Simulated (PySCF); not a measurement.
**One shape, several levels: BH3O2 (SMILES OBO)**

Wanted: a comparison of 5 runs (HF/3-21G, HF/def2-SVP, HF/aug-cc-pVDZ, B3LYP/6-31G*, PBE0/def2-SVP) of BH3O2. Input form: a Python script.

The results are computed with PySCF 2.14.0.

## 1. The structure to begin with

BH3O2: 6 atoms, total charge 0, spin state singlet. SMILES: `OBO`. Geometry: relaxed at PBE0-D4/def2-TZVP. This is one conformer, not always the lowest.

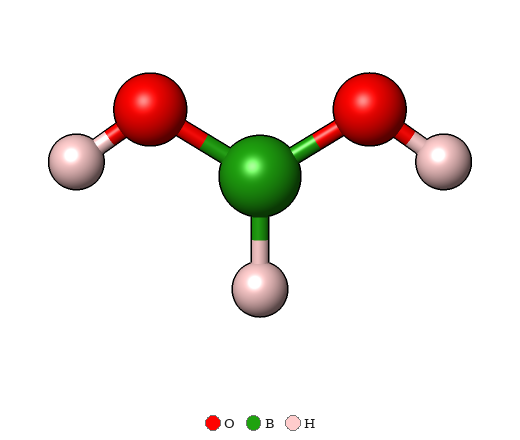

The structure, seen from a chosen angle (oxygen red, boron green, hydrogen pink).

## 2. Energy and forces at HF/3-21G (run 1)

The input, input.xyz:

```xyz
6

O     -1.176200    -0.524500    -0.251800
B      0.049500     0.028100    -0.072900
O      0.580600    -0.053800     1.172500
H     -1.494700    -0.433500    -1.150600
H      0.637800     0.565600    -0.976100
H      1.445200     0.354100     1.232800
```

The input, job.py:

```python
import pyscf.grad
from pyscf import gto

mol = gto.M(
    atom='input.xyz',
    verbose=4,
    basis='3-21g',
    spin=0,
    charge=0,
    max_memory=1860,
)

calc0 = mol.RHF()
calc0.conv_tol = 1e-10
calc0.kernel()
if not calc0.converged:
    calc0 = calc0.newton().run(calc0.mo_coeff, calc0.mo_occ)

etot = calc0.e_tot
print('E(%s) = %.9f' % ('HF', etot))
grad = calc0.Gradients().kernel()
calc0.analyze()
```

On the command line:

```console
$ OMP_NUM_THREADS=1 python job.py
```

Output:

```text
PySCF version 2.14.0

[... 76 lines left out ...]
Two-electron Energy =                  131.104694133838336
[... 6 lines left out ...]
MO #3   energy= -7.61510701473284  occ= 2
[... 4 lines left out ...]
MO #8   energy= -0.658572328900229 occ= 2
[... 4 lines left out ...]
MO #13  energy= 0.203659943903936  occ= 0
[... 4 lines left out ...]
MO #18  energy= 0.517121813619803  occ= 0
[... 4 lines left out ...]
MO #23  energy= 1.25617557765769   occ= 0
[... 4 lines left out ...]
MO #28  energy= 1.92782333915322   occ= 0
[... 4 lines left out ...]
MO #33  energy= 3.41298434632089   occ= 0
[... 42 lines left out ...]
Dipole moment(X, Y, Z, Debye):  1.54619,  1.41246, -2.37434
```

Wall time 2.1 s (1 thread of Intel Xeon at 2.70GHz, shared host); peak memory 0.12 GiB.

## 3. Energy and gradient at HF/def2-SVP (run 2)

The input, calc.py:

```python
import pyscf.grad
from pyscf import gto

molecule = gto.Mole()
molecule.atom = [
    ('O', (-1.176200, -0.524500, -0.251800)),
    ('B', (0.049500, 0.028100, -0.072900)),
    ('O', (0.580600, -0.053800, 1.172500)),
    ('H', (-1.494700, -0.433500, -1.150600)),
    ('H', (0.637800, 0.565600, -0.976100)),
    ('H', (1.445200, 0.354100, 1.232800)),
]
molecule.basis = 'def2-svp'
molecule.max_memory = 1860
molecule.verbose = 3
molecule.build()

mf = molecule.RHF()
mf.conv_tol = 1e-10
mf.kernel()
if not mf.converged:
    mf = mf.newton().run(mf.mo_coeff, mf.mo_occ)

energy = mf.e_tot
print('Final energy', energy)
grad = mf.Gradients().kernel()
mf.analyze()
```

On the command line:

```console
$ OMP_NUM_THREADS=1 python calc.py
```

Output:

```text
converged SCF energy = -176.125784103301
[... 11 lines left out ...]
MO #1   energy= -20.5589639039301  occ= 2
[... 6 lines left out ...]
MO #8   energy= -0.659260823622524 occ= 2
[... 6 lines left out ...]
MO #15  energy= 0.199979137049069  occ= 0
[... 6 lines left out ...]
MO #22  energy= 0.740056758760924  occ= 0
[... 6 lines left out ...]
MO #29  energy= 1.23982514663125   occ= 0
[... 6 lines left out ...]
MO #36  energy= 1.66933277239617   occ= 0
[... 6 lines left out ...]
MO #43  energy= 2.13414226647896   occ= 0
[... 6 lines left out ...]
MO #50  energy= 3.3621111786597    occ= 0
[... 6 lines left out ...]
MO #57  energy= 4.24780545064889   occ= 0
[... 7 lines left out ...]
Dipole moment(X, Y, Z, Debye):  1.29923,  1.18687, -1.99517
```

It took 2.3 s on 1 thread of Intel Xeon at 2.70GHz, shared host; peak memory 0.13 GiB.

Runs 3 to 4 aren't shown in full; the table further down has their settings and results.

## 4. Energy and gradient at PBE0/def2-SVP (run 5)

The input, input.py:

```python
from pyscf import gto, dft

molecule = gto.Mole()
molecule.atom = '''
O       -1.176200      -0.524500      -0.251800
B        0.049500       0.028100      -0.072900
O        0.580600      -0.053800       1.172500
H       -1.494700      -0.433500      -1.150600
H        0.637800       0.565600      -0.976100
H        1.445200       0.354100       1.232800
'''
molecule.max_memory = 1860
molecule.verbose = 4
molecule.charge = 0
molecule.basis = 'def2-svp'
molecule.build()

mf = dft.RKS(molecule)
mf.xc = 'pbe0'
mf.conv_tol = 1e-10
mf.grids.level = 5
mf.kernel()
if not mf.converged:
    mf = mf.newton().run(mf.mo_coeff, mf.mo_occ)

energy = mf.e_tot
print('E(%s) = %.9f' % ('PBE0', energy))
grad = mf.nuc_grad_method().kernel()
mf.analyze()
```

On the command line:

```console
$ OMP_NUM_THREADS=1 python input.py
```

Output:

```text
PySCF version 2.14.0

[... 95 lines left out ...]
MO #1   energy= -19.2172198085474  occ= 2
[... 7 lines left out ...]
MO #9   energy= -0.401640172736832 occ= 2
[... 7 lines left out ...]
MO #17  energy= 0.224859487195951  occ= 0
[... 7 lines left out ...]
MO #25  energy= 0.7046627145114    occ= 0
[... 7 lines left out ...]
MO #33  energy= 1.1881619216507    occ= 0
[... 7 lines left out ...]
MO #41  energy= 1.63473461945636   occ= 0
[... 7 lines left out ...]
MO #49  energy= 2.94998204782248   occ= 0
[... 7 lines left out ...]
MO #57  energy= 3.85180841849935   occ= 0
[... 66 lines left out ...]
Dipole moment(X, Y, Z, Debye):  1.08480,  0.99102, -1.66590
```

It took 12 s on 1 thread of Intel Xeon at 2.70GHz, shared host; peak memory 0.58 GiB.

## 5. All runs side by side

```
run                               level  integration grid  energy (Eh)  dipole moment (D)  HOMO energy (eV)  LUMO energy (eV)  wall time
  1                            HF/3-21G                 –  -175.278132               3.17            -12.83              5.54      2.1 s
  2                         HF/def2-SVP                 –  -176.125784               2.66            -13.16              4.94      2.3 s
  3                      HF/aug-cc-pVDZ                 –  -176.287751               2.56            -13.24              0.97        9 s
  4  B3LYP/6-31G* (spherical functions)                 5  -177.188733               2.22             -8.53              1.45       11 s
  5                       PBE0/def2-SVP                 5  -176.869760               2.22             -8.94              1.36       12 s
```

## 6. Outcome

```
                       quantity          value
            run 5: total energy  -176.86976 Eh
           run 5: dipole moment         2.22 D
             run 5: HOMO energy       -8.94 eV
             run 5: LUMO energy        1.36 eV
           run 5: HOMO–LUMO gap       10.30 eV
run 5: largest force on an atom     0.384 eV/Å
```

In words: The dipole moment (its size) runs from 2.22 D (PBE0/def2-SVP) to 3.17 D (HF/3-21G). The two ends differ in method and basis. The HOMO–LUMO gap runs from 9.98 eV (B3LYP/6-31G*) to 18.37 eV (HF/3-21G). Totals of different functionals can't be ranked against each other. All runs together took 37 s, the longest 12 s.
